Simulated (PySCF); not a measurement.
```yaml
atoms:
  - { symbol: C, position_ang: [2.3081, -0.1140, 0.1097] }
  - { symbol: C, position_ang: [0.8851, -0.0906, -0.3762] }
  - { symbol: C, position_ang: [0.4226, 1.3619, -0.4333] }
  - { symbol: O, position_ang: [-0.8972, 1.3562, -0.9452] }
  - { symbol: C, position_ang: [-1.9395, 1.0168, -0.1504] }
  - { symbol: C, position_ang: [-1.9177, -0.4818, 0.1468] }
  - { symbol: F, position_ang: [-2.3267, -1.2003, -0.9879] }
  - { symbol: Si, position_ang: [-0.2482, -1.3309, 0.7315] }
  - { symbol: H, position_ang: [3.0237, -0.6148, -0.5011] }
  - { symbol: H, position_ang: [2.5935, 0.9395, 0.0087] }
  - { symbol: H, position_ang: [2.3396, -0.3295, 1.1417] }
  - { symbol: H, position_ang: [0.7982, -0.5623, -1.3752] }
  - { symbol: H, position_ang: [1.0110, 1.7987, -1.2376] }
  - { symbol: H, position_ang: [0.4975, 1.8487, 0.5375] }
  - { symbol: H, position_ang: [-1.7648, 1.5330, 0.9164] }
  - { symbol: H, position_ang: [-2.9147, 1.1700, -0.6750] }
  - { symbol: H, position_ang: [-2.7109, -0.6209, 0.8587] }
  - { symbol: H, position_ang: [0.0237, -1.1588, 2.2172] }
  - { symbol: H, position_ang: [-0.1327, -2.7081, 0.3546] }
```

Geometry: GFN2-xTB, MD frame at 250 fs, 400 K.

Method: PBE0/pcSseg-1, SCF density, gas phase, non-relativistic (PySCF 2.14.0).

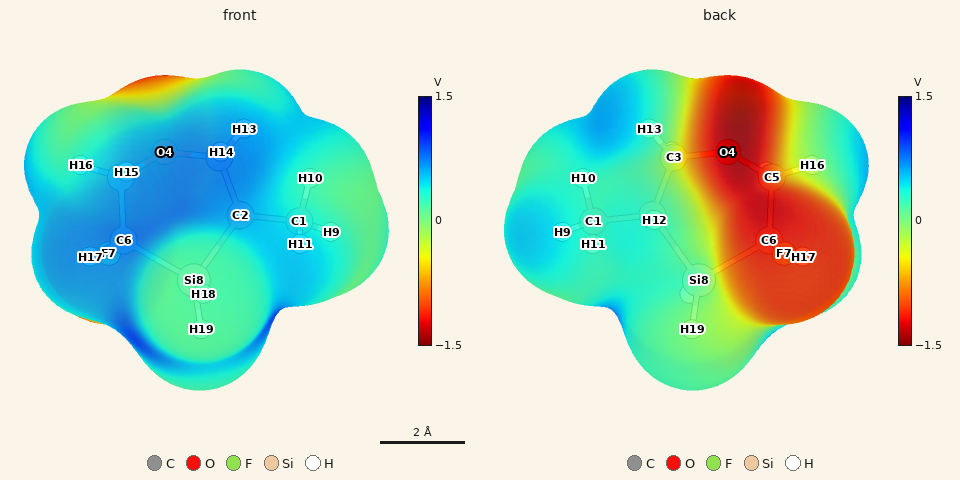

C$_{5}$H$_{11}$FOSi. The electrostatic potential painted on the density surface at 0.001 e/bohr³, seen from the front and from behind; red is negative and blue positive.

> Describe the electrostatic potential map.

The most negative region (about −1.4 V) lies over O4, the most positive (about +0.9 V) over Si8. O4 is the likeliest acceptor of a hydrogen bond.

> What dipole moment does the calculation give?

Its dipole moment is 2.33 D.
